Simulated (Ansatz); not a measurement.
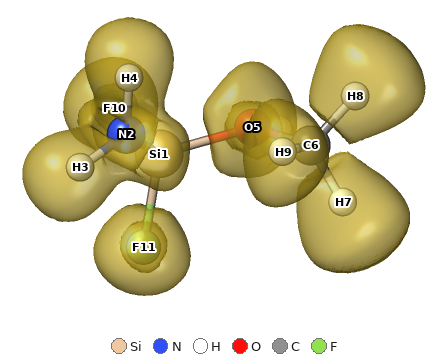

*CH₅F₂NOSi. Isosurface of the ELF at 0.75 (yellow), seen from one side. Core shells and regions of very low density are left out.*

Method: Ansatz, RKS LDA/6-31G*.

```xyz
11

Si   -0.0467    0.0015   -0.0448
N     0.3008   -0.2204    1.5967
H    -0.4189   -0.5713    2.2297
H     0.9799    0.3745    2.0730
O     1.3005   -0.1173   -0.9456
C     2.2485   -1.1360   -0.7177
H     2.0649   -1.9969   -1.3904
H     3.2566   -0.7365   -0.9332
H     2.2197   -1.4916    0.3330
F    -0.6597    1.4125   -0.4529
F    -1.1581   -1.0818   -0.4066
```

Question: Where are the electrons localised?

Answer: The surface consists of three regions around hydrogen nuclei, one region on O in which the atom's valence shell and bonds are merged, two regions wrapped around F (its lone pairs, merged into a ring or cap) and one joined region spread over several atoms (H, N), in which their bonds and any lone pairs are merged. Along the contacts the grid gives the following. C–O (1.41 Å): the ELF peaks at about 0.85 between the atoms; a polar covalent bond. Si–F (1.59 Å): the ELF peaks at about 0.80 in the valence shell of F, 0.5 Å from its nucleus, and is about 0.45 at the midpoint.
